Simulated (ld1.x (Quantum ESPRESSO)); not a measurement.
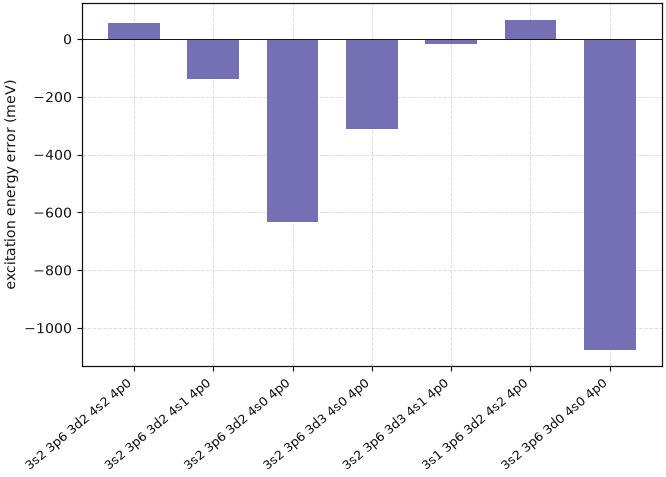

Errors, all-electron minus pseudo, of the energies of valence configurations relative to the unpolarised reference 3s2 3p6 3d2 4s1 4p1.

- Worst configuration: 3s2 3p6 3d0 4s0 4p0 (charge +4): the error is -1076 meV on an all-electron energy of +88.11 eV relative to the reference, or 1.2 %.
- Configurations within 10 meV and within 50 meV: 0 and 1 of 7.
- Errors in meV: 3s2 3p6 3d2 4s2 4p0: +54; 3s2 3p6 3d2 4s1 4p0: -140; 3s2 3p6 3d2 4s0 4p0: -634; 3s2 3p6 3d3 4s0 4p0: -311; 3s2 3p6 3d3 4s1 4p0: -17; 3s1 3p6 3d2 4s2 4p0: +67; 3s2 3p6 3d0 4s0 4p0: -1076.

# Ti: pseudopotential generation (part 1 of 2)

Titanium (Ti, Z = 22), core [Ne], reference valence 3s2 3p6 3d2 4s1 4p1, valence charge 12. Computed at this level: TM potential, BLYP, scalar-relativistic, made with ld1.x (Quantum ESPRESSO) 7.5.

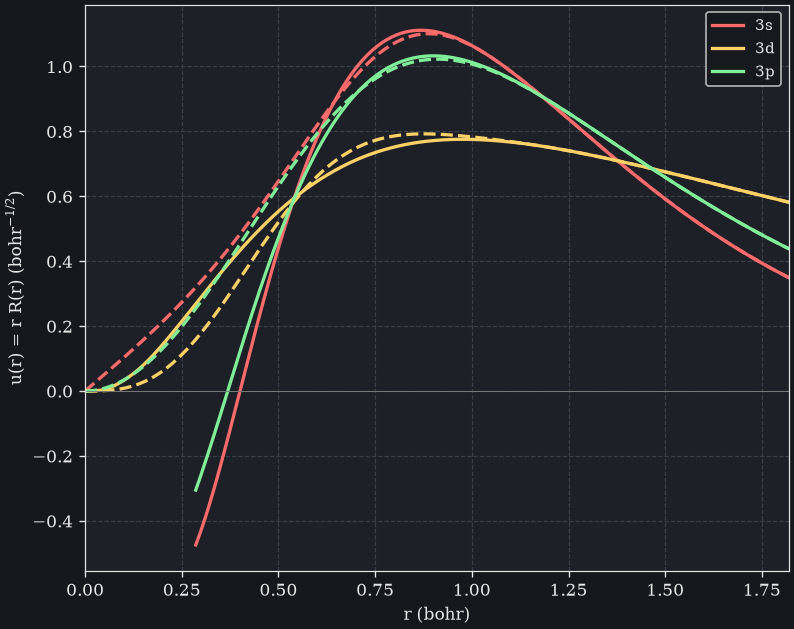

All-electron valence functions (solid) with their pseudo partners (dashed). The innermost oscillations of some all-electron curves aren't drawn. Reference configuration 3s2 3p6 3d2 4s1 4p1.

- Matching radii: 3s at 1.15 bohr; 3d at 1.30 bohr; 3p at 1.40 bohr. The curves merge smoothly, so the plot gives these only roughly.
- Nodes of the pseudo-waves: 3s has no node; 3d has no node; 3p has no node.
- Cutoffs needed: 110 Ry (loose) and 180 Ry (tight), as the cutoffs, on a coarse ladder, from which the occupation-weighted sum of valence levels, in a spherical-Bessel basis at the reference potential, stays within 10 and 1 mRy of its value at 400 Ry.

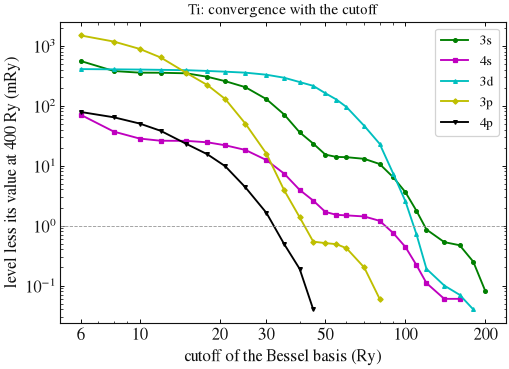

The pseudo-atom Hamiltonian at the reference potential is diagonalised in spherical Bessel functions (20 bohr box) up to the cutoff. Curves: distance of each valence level from its value at 400 Ry.

- Cutoffs for 10 and 1 mRy in the occupation-weighted sum of levels: 110 Ry and 180 Ry, on the ladder of cutoffs that was run.
- Cutoffs from which each level stays within 1 mRy: 3s: 120 Ry; 4s: 90 Ry; 3d: 110 Ry; 3p: 45 Ry; 4p: 35 Ry.

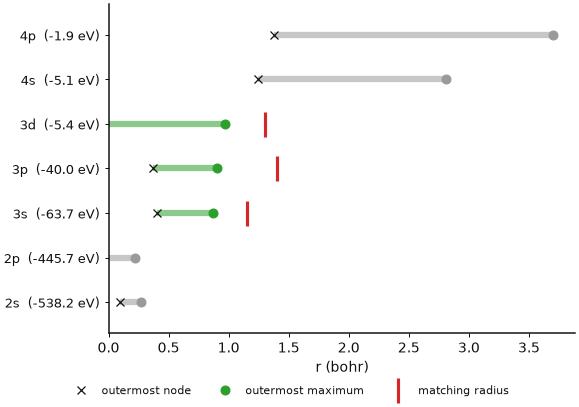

Outer shells of the all-electron reference atom: each bar runs from the outermost node (or the nucleus) to the outermost maximum of u(r); the tick is the radius chosen for the pseudo-wave. Shells without a tick have no pseudo-wave of their own. Levels, nodes and maxima are from ld1.x, scalar-relativistic.

- Radii against the shells: 3s: 1.15 bohr, outside the maximum; 3p: 1.40 bohr, outside the maximum; 3d: 1.30 bohr, outside the maximum.

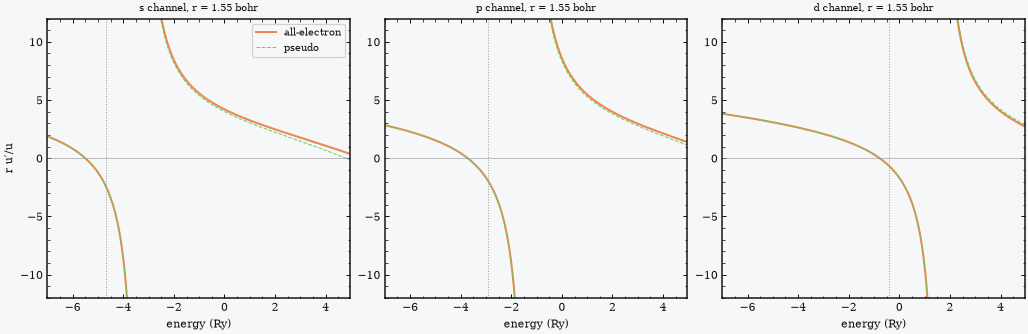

Logarithmic derivatives r u′/u at the test radius against energy, all-electron atom (solid) and pseudo-atom (dashed). Here u = r R(r). The dotted line marks the reference energy of the channel.

- Poles, where the radial function vanishes at the test radius: s: all-electron at -3.3 Ry, pseudo at -3.3 Ry; p: all-electron at -1.3 Ry, pseudo at -1.3 Ry; d: all-electron at 1.6 Ry, pseudo at 1.6 Ry.
- Ghost states: the plot shows none: pseudo and all-electron curves have the same branches in all channels drawn. The separate test gives: no ghost state below the valence levels in the s, d, p, f channels.
- Zeros of the logarithmic derivative: s: all-electron -5.5 Ry, pseudo -5.5 and 4.8 Ry; p: all-electron -3.7 Ry, pseudo -3.7 Ry; d: all-electron -0.8 Ry, pseudo -0.8 Ry.

These pictures come from the run below.

The input:
```
 &input
   title='Ti', zed=22., rel=1, dft='BLYP', iswitch=3,
   config='[Ar] 3d2 4s1 4p1',
   nld=3, rlderiv=1.55, eminld=-7.0, emaxld=5.0, deld=0.02
 /
 &inputp
   pseudotype=2, tm=.true., lloc=1,
   nlcc=.true., rcore=0.84,
   file_pseudopw='Ti.UPF', file_wfcaegen='ae.wfc', file_wfcncgen='nc.wfc', file_beta='beta', file_chi='chi'
 /
3
3S  1  0   2.00   0.00  1.15  1.15  0.0
3D  3  2   2.00   0.00  1.30  1.30  0.0
3P  2  1   6.00   0.00  1.40  1.40  0.0
 &test
   configts(1)='3s2 3p6 3d2 4s1 4p1'
 /
```

Input of the test run:
```
 &input
   title='Ti', zed=22., rel=1, dft='BLYP', iswitch=2,
   config='[Ar] 3d2 4s1 4p1'
 /
 &test
   file_pseudo='Ti.UPF', nconf=8,
   configts(1)='3s2 3p6 3d2 4s1 4p1',
   configts(2)='3s2 3p6 3d2 4s2 4p0',
   configts(3)='3s2 3p6 3d2 4s1 4p0',
   configts(4)='3s2 3p6 3d2 4s0 4p0',
   configts(5)='3s2 3p6 3d3 4s0 4p0',
   configts(6)='3s2 3p6 3d3 4s1 4p0',
   configts(7)='3s1 3p6 3d2 4s2 4p0',
   configts(8)='3s2 3p6 3d0 4s0 4p0'
 /
```

Launched with:
```bash
ld1.x < Ti.in > Ti.out
```

Log:
```
     Program LD1 v.7.5
     --------------------------- All-electron run ----------------------------

     Ti
     scalar relativistic calculation

     atomic number is 22.00
     dft =BLYP   lsd =0 sic =0 latt =0  beta=0.20 tr2=1.0E-14
     Exchange-correlation= BLYP
                           (   1   3   1   3   0   0   0)
     mesh =1177 r(mesh) = 100.37945 a.u. xmin = -7.00 dx = 0.01250
     1 Ry =  13.60569312 eV, c = 137.03599908

     n l     nl                  e(Ry)          e(Ha)          e(eV)
     1 0     1S 1( 2.00)      -358.0977      -179.0488     -4872.1672
     2 0     2S 1( 2.00)       -39.5554       -19.7777      -538.1793
     2 1     2P 1( 6.00)       -32.7592       -16.3796      -445.7118
     3 0     3S 1( 2.00)        -4.6806        -2.3403       -63.6832
     3 1     3P 1( 6.00)        -2.9385        -1.4692       -39.9801
     3 2     3D 1( 2.00)        -0.3960        -0.1980        -5.3882
     4 0     4S 1( 1.00)        -0.3773        -0.1887        -5.1338
     4 1     4P 1( 1.00)        -0.1417        -0.0709        -1.9283

     final scf error:  4.5E-15 reached in  32 iterations

     Etot =   -1707.440555 Ry,    -853.720278 Ha,  -23230.912222 eV

     Ekin =    1721.921132 Ry,     860.960566 Ha,   23427.930506 eV
     Encl =   -4056.851463 Ry,   -2028.425732 Ha,  -55196.276056 eV
     Eh   =     711.796282 Ry,     355.898141 Ha,    9684.481777 eV
     Exc  =     -84.306506 Ry,     -42.153253 Ha,   -1147.048449 eV

     normalization and overlap integrals

     s(1S/1S) =  1.000000  <r> =   0.0696  <r2> =    0.0065  r(max) =   0.0455
     s(2S/2S) =  1.000000  <r> =   0.3251  <r2> =    0.1250  r(max) =   0.2682
     s(2P/2P) =  1.000000  <r> =   0.2899  <r2> =    0.1037  r(max) =   0.2196
     s(3S/3S) =  1.000000  <r> =   1.0071  <r2> =    1.1708  r(max) =   0.8685
     s(3P/3P) =  1.000000  <r> =   1.0861  <r2> =    1.3917  r(max) =   0.9016
     s(3D/3D) =  1.000000  <r> =   1.5737  <r2> =    3.3288  r(max) =   0.9719
     s(4S/4S) =  1.000000  <r> =   3.4080  <r2> =   13.4002  r(max) =   2.8122
     s(4P/4P) =  1.000000  <r> =   4.6794  <r2> =   25.8068  r(max) =   3.7023

     ------------------------ End of All-electron run ------------------------

     --------------------- Generating NC pseudopotential ---------------------

      Generating local pot.: lloc=1, matching radius rcloc =   1.4000

      Computing core charge for nlcc:

       r > 0.85 : true rho core
       r < 0.85 : rho core = a sin(br)/r    a=   1.10  b=   3.28

      Integrated core pseudo-charge :   2.28

      Wfc   3S  rcut= 1.143  Using Troullier-Martins method

      Wfc   3D  rcut= 1.296  Using Troullier-Martins method

     ------------------- End of pseudopotential generation -------------------

     --------------------------- All-electron run ----------------------------

     Ti
     scalar relativistic calculation

     atomic number is 22.00
     dft =BLYP   lsd =0 sic =0 latt =0  beta=0.20 tr2=1.0E-14
     Exchange-correlation= BLYP
                           (   1   3   1   3   0   0   0)
     mesh =1177 r(mesh) = 100.37945 a.u. xmin = -7.00 dx = 0.01250
     1 Ry =  13.60569312 eV, c = 137.03599908

     n l     nl                  e(Ry)          e(Ha)          e(eV)
     1 0     1S 1( 2.00)      -358.0977      -179.0488     -4872.1672
     2 0     2S 1( 2.00)       -39.5554       -19.7777      -538.1793
     2 1     2P 1( 6.00)       -32.7592       -16.3796      -445.7118
     3 0     3S 1( 2.00)        -4.6806        -2.3403       -63.6832
     3 1     3P 1( 6.00)        -2.9385        -1.4692       -39.9801
     3 2     3D 1( 2.00)        -0.3960        -0.1980        -5.3882
     4 0     4S 1( 1.00)        -0.3773        -0.1887        -5.1338
     4 1     4P 1( 1.00)        -0.1417        -0.0709        -1.9283

     final scf error:  4.5E-15 reached in  32 iterations

     Etot =   -1707.440555 Ry,    -853.720278 Ha,  -23230.912222 eV

     Ekin =    1721.921132 Ry,     860.960566 Ha,   23427.930506 eV
     Encl =   -4056.851463 Ry,   -2028.425732 Ha,  -55196.276056 eV
     Eh   =     711.796282 Ry,     355.898141 Ha,    9684.481777 eV
     Exc  =     -84.306506 Ry,     -42.153253 Ha,   -1147.048449 eV

     normalization and overlap integrals

     s(1S/1S) =  1.000000  <r> =   0.0696  <r2> =    0.0065  r(max) =   0.0455
     s(2S/2S) =  1.000000  <r> =   0.3251  <r2> =    0.1250  r(max) =   0.2682
     s(2P/2P) =  1.000000  <r> =   0.2899  <r2> =    0.1037  r(max) =   0.2196
     s(3S/3S) =  1.000000  <r> =   1.0071  <r2> =    1.1708  r(max) =   0.8685
     s(3P/3P) =  1.000000  <r> =   1.0861  <r2> =    1.3917  r(max) =   0.9016
     s(3D/3D) =  1.000000  <r> =   1.5737  <r2> =    3.3288  r(max) =   0.9719
     s(4S/4S) =  1.000000  <r> =   3.4080  <r2> =   13.4002  r(max) =   2.8122
     s(4P/4P) =  1.000000  <r> =   4.6794  <r2> =   25.8068  r(max) =   3.7023

     ------------------------ End of All-electron run ------------------------

     Computing logarithmic derivative in   1.55306
     Message from routine run_pseudo:
     Warning: convergence not achieved
     Computing logarithmic derivative in   1.55306
     Computing the partial wave expansion
     R is outside the sphere for l=    0 j= 0.00
       no projector for channel:   1
     R is outside the sphere for l=    2 j= 0.00

     ---------------------- Testing the pseudopotential ----------------------

     Ti
     scalar relativistic calculation

     atomic number is 22.00   valence charge is 12.00
     dft =BLYP   lsd =0 sic =0 latt =0  beta=0.20 tr2=1.0E-14
     mesh =1177 r(mesh) = 100.37945 xmin = -7.00 dx = 0.01250

     n l     nl             e AE (Ry)        e PS (Ry)    De AE-PS (Ry)
     1 0     3S   1( 2.00)       -4.68063       -4.68067        0.00005
     2 1     3P   1( 6.00)       -2.93848       -2.93850        0.00002
     3 2     3D   1( 2.00)       -0.39603       -0.39602       -0.00001
     2 0     4S   1( 1.00)       -0.37733       -0.38364        0.00632  !
     3 1     4P   1( 1.00)       -0.14173       -0.14277        0.00105

     eps = 7.7E-12  iter =201

     Etot =   -1707.440555 Ry,    -853.720278 Ha,  -23230.912222 eV
     Etotps =  -116.948713 Ry,     -58.474356 Ha,   -1591.168297 eV

     Ekin =      48.623457 Ry,      24.311728 Ha,     661.555831 eV
     Encl =    -241.257872 Ry,    -120.628936 Ha,   -3282.480571 eV
     Ehrt =      91.631193 Ry,      45.815597 Ha,    1246.705899 eV
     Ecxc =     -15.464316 Ry,      -7.732158 Ha,    -210.402737 eV
     (Ecc =      -0.784730 Ry,      -0.392365 Ha,     -10.676789 eV)
     Epseu=      -0.481175 Ry,      -0.240587 Ha,      -6.546718 eV

     ---------------------- End of pseudopotential test ----------------------
```

Output of the test run (extracts):
```
     ---------------------- Testing the pseudopotential ----------------------

     Ti
     scalar relativistic calculation

     atomic number is 22.00   valence charge is 12.00
     dft =BLYP   lsd =0 sic =0 latt =0  beta=0.20 tr2=1.0E-14
     mesh =1177 r(mesh) = 100.37945 xmin = -7.00 dx = 0.01250

     n l     nl             e AE (Ry)        e PS (Ry)    De AE-PS (Ry)
     1 0     3S   1( 2.00)       -4.68063       -4.68067        0.00005
     2 1     3P   1( 6.00)       -2.93848       -2.93850        0.00002
     3 2     3D   1( 2.00)       -0.39603       -0.39602       -0.00001
     2 0     4S   1( 1.00)       -0.37733       -0.38364        0.00632  !
     3 1     4P   1( 1.00)       -0.14173       -0.14277        0.00105

     eps = 9.9E-13  iter =201

     Etot =   -1707.440555 Ry,    -853.720278 Ha,  -23230.912222 eV
     Etotps =  -116.948713 Ry,     -58.474356 Ha,   -1591.168297 eV

     Ekin =      48.623457 Ry,      24.311728 Ha,     661.555831 eV
     Encl =    -241.257872 Ry,    -120.628936 Ha,   -3282.480571 eV
     Ehrt =      91.631193 Ry,      45.815597 Ha,    1246.705899 eV
     Ecxc =     -15.464316 Ry,      -7.732158 Ha,    -210.402737 eV
     (Ecc =      -0.784730 Ry,      -0.392365 Ha,     -10.676789 eV)
     Epseu=      -0.481175 Ry,      -0.240587 Ha,      -6.546718 eV

     ---------------------- End of pseudopotential test ----------------------

     ---------------------- Testing the pseudopotential ----------------------

     Ti
     scalar relativistic calculation

     atomic number is 22.00   valence charge is 12.00
     dft =BLYP   lsd =0 sic =0 latt =0  beta=0.20 tr2=1.0E-14
     mesh =1177 r(mesh) = 100.37945 xmin = -7.00 dx = 0.01250

     n l     nl             e AE (Ry)        e PS (Ry)    De AE-PS (Ry)
     1 0     3S   1( 2.00)       -4.58133       -4.58081       -0.00052
     2 1     3P   1( 6.00)       -2.83934       -2.83881       -0.00054
     3 2     3D   1( 2.00)       -0.30401       -0.30338       -0.00063
     2 0     4S   1( 2.00)       -0.31868       -0.32451        0.00582  !
     3 1     4P   1( 0.00)       -0.09839       -0.10217        0.00378

     eps = 1.3E-12  iter =201

     Etot =   -1707.668570 Ry,    -853.834285 Ha,  -23234.014519 eV
     Etotps =  -117.180674 Ry,     -58.590337 Ha,   -1594.324294 eV
     dEtot_ae =      -0.228015 Ry
     dEtot_ps =      -0.231962 Ry,   Delta E=       0.003947 Ry

     Ekin =      48.300847 Ry,      24.150424 Ha,     657.166503 eV
     Encl =    -242.426169 Ry,    -121.213085 Ha,   -3298.376061 eV
     Ehrt =      92.741795 Ry,      46.370898 Ha,    1261.816409 eV
     Ecxc =     -15.544580 Ry,      -7.772290 Ha,    -211.494781 eV
     (Ecc =      -0.784730 Ry,      -0.392365 Ha,     -10.676789 eV)
     Epseu=      -0.252568 Ry,      -0.126284 Ha,      -3.436364 eV

     ---------------------- End of pseudopotential test ----------------------

     ---------------------- Testing the pseudopotential ----------------------

     Ti
     scalar relativistic calculation

     atomic number is 22.00   valence charge is 12.00
     dft =BLYP   lsd =0 sic =0 latt =0  beta=0.20 tr2=1.0E-14
     mesh =1177 r(mesh) = 100.37945 xmin = -7.00 dx = 0.01250

     n l     nl             e AE (Ry)        e PS (Ry)    De AE-PS (Ry)
     1 0     3S   1( 2.00)       -5.12159       -5.13159        0.01000  !
     2 1     3P   1( 6.00)       -3.37963       -3.38942        0.00979  !
     3 2     3D   1( 2.00)       -0.83107       -0.84151        0.01044  !
     2 0     4S   1( 1.00)       -0.76326       -0.78703        0.02377  !
     3 1     4P   1( 0.00)       -0.48582       -0.50748        0.02166  !

     eps = 2.2E-13  iter =201

     Etot =   -1707.132993 Ry,    -853.566497 Ha,  -23226.727628 eV
     Etotps =  -116.630865 Ry,     -58.315432 Ha,   -1586.843752 eV
     dEtot_ae =       0.307562 Ry
     dEtot_ps =       0.317848 Ry,   Delta E=      -0.010286 Ry

     Ekin =      48.456018 Ry,      24.228009 Ha,     659.277714 eV
     Encl =    -235.905954 Ry,    -117.952977 Ha,   -3209.664010 eV
     Ehrt =      86.512819 Ry,      43.256409 Ha,    1177.066860 eV
     Ecxc =     -15.156867 Ry,      -7.578433 Ha,    -206.219679 eV
     (Ecc =      -0.784730 Ry,      -0.392365 Ha,     -10.676789 eV)
     Epseu=      -0.536881 Ry,      -0.268440 Ha,      -7.304637 eV

     ---------------------- End of pseudopotential test ----------------------

     ---------------------- Testing the pseudopotential ----------------------

     Ti
     scalar relativistic calculation

     atomic number is 22.00   valence charge is 12.00
     dft =BLYP   lsd =0 sic =0 latt =0  beta=0.20 tr2=1.0E-14
     mesh =1177 r(mesh) = 100.37945 xmin = -7.00 dx = 0.01250

     n l     nl             e AE (Ry)        e PS (Ry)    De AE-PS (Ry)
     1 0     3S   1( 2.00)       -5.76076       -5.78174        0.02097  !
     2 1     3P   1( 6.00)       -4.01724       -4.03795        0.02071  !
     3 2     3D   1( 2.00)       -1.44738       -1.47055        0.02317  !
     2 0     4S   1( 0.00)       -1.26038       -1.31092        0.05054  !
     3 1     4P   1( 0.00)       -0.92930       -0.98264        0.05334  !

     eps = 1.9E-12  iter =201

     Etot =   -1706.124737 Ry,    -853.062369 Ha,  -23213.009606 eV
     Etotps =  -115.586279 Ry,     -57.793140 Ha,   -1572.631447 eV
     dEtot_ae =       1.315818 Ry
     dEtot_ps =       1.362433 Ry,   Delta E=      -0.046615 Ry

     Ekin =      48.477087 Ry,      24.238543 Ha,     659.564366 eV
     Encl =    -228.154864 Ry,    -114.077432 Ha,   -3104.205066 eV
     Ehrt =      79.746695 Ry,      39.873348 Ha,    1085.009060 eV
     Ecxc =     -14.720036 Ry,      -7.360018 Ha,    -200.276298 eV
     (Ecc =      -0.784730 Ry,      -0.392365 Ha,     -10.676789 eV)
     Epseu=      -0.935161 Ry,      -0.467580 Ha,     -12.723510 eV

     ---------------------- End of pseudopotential test ----------------------
```

(Continued in part 2.) Outcome of the run: generated.
